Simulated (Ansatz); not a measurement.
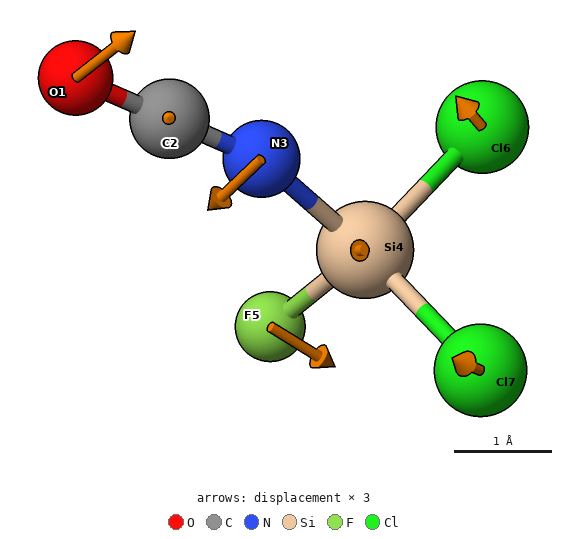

This is a relaxation of SiCNOCl2F (coarse preliminary run). The starting structure is drawn; orange arrows show the displacements, 3 times their true length. The two geometries are superimposed by the best rigid fit.

Style: ball-and-stick. Shown from a free direction.

The start comes from a force field.

The calculation used Ansatz, RKS PBE-D4/def2-SVP. Settings: force threshold 0.03 eV/Å; at most 200 steps.

Question: What happened in the run?

Answer: The largest moves after the best rigid fit, 0.31 Å, are those of O1 and N3. Largest moves by element: O 0.31 Å, N 0.31 Å, F 0.31 Å, Cl 0.17 Å, Si 0.09 Å, C 0.04 Å. Near-neighbour distances that change, for instance: C2–N3 1.159 → 1.212 Å, Si4–Cl7 1.993 → 2.044 Å, N3–Si4 1.737 → 1.695 Å, Si4–Cl6 2.074 → 2.044 Å. Among the angles between lasting bonds that change: C2–N3–Si4 162.6° → 173.7°, N3–Si4–Cl7 114.8° → 110.4°, F5–Si4–Cl7 112.2° → 108.4°. Over 8 accepted moves (10 points after the start) the energy falls by 27.2 kJ/mol. Largest force component: 7.2 eV/Å at the start, 0.01 eV/Å at the end. The line search rejected the trial steps at points 5, 8 of the run. The forces were under the threshold at step 7, but the run went on from there.
